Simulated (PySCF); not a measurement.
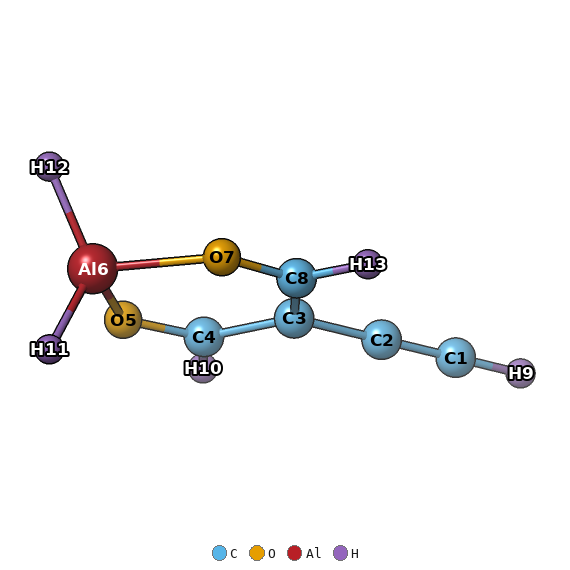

Depth is shown by fading: the farther an atom, the more it takes the colour of the background. The geometry was computed by an optimisation with GFN2-xTB. No frequency run is at hand to confirm it as a minimum.

### What is the conformation of the ring C3–C4–O5–Al6–O7–C8?

It is planar. The Cremer–Pople amplitude Q is 0.00 Å.

### Give the torsion angles round the ring, beginning with the bond from its second to its third atom.

0°, 0°, 0°, 0°, 0°, 0°.
